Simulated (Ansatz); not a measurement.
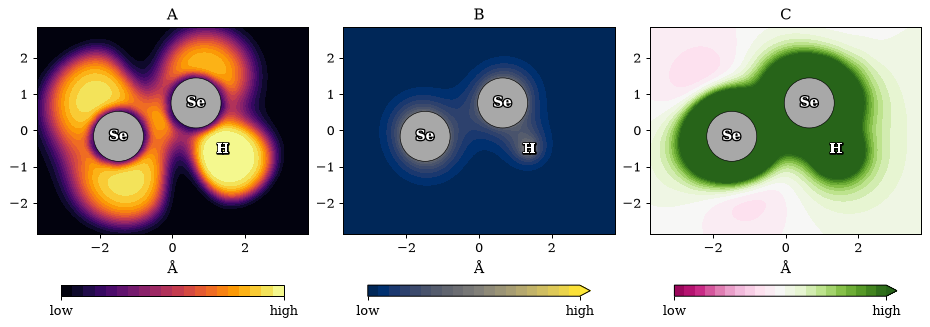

H$_{2}$Se$_{2}$ (SMILES [SeH][SeH]): 3 fields on the plane of atoms Se1, Se2 and H4, with unlabelled colour scales. Grey discs cover the atomic cores.

Geometry: PBE0-D4/def2-TZVP.

Method: RKS PBE0-D4/def2-TZVPP (Ansatz).

### The panels show electron density, electron localisation function and electrostatic potential in some order. Assign them.

Panel A: electron localisation function. Panel B: electron density. Panel C: electrostatic potential (strongly positive close to the atoms, with negative regions outside electron-rich atoms). From the grid: Se–Se (2.32 Å): the density is about 0.72 e/Å³ at the midpoint; the ELF peaks at about 0.80 between the atoms (localised, covalent bonding). Se–H (1.47 Å): ρ is about 1.4 e/Å³ halfway; the ELF climbs to about 1 towards the hydrogen, as it does in any bond to H.
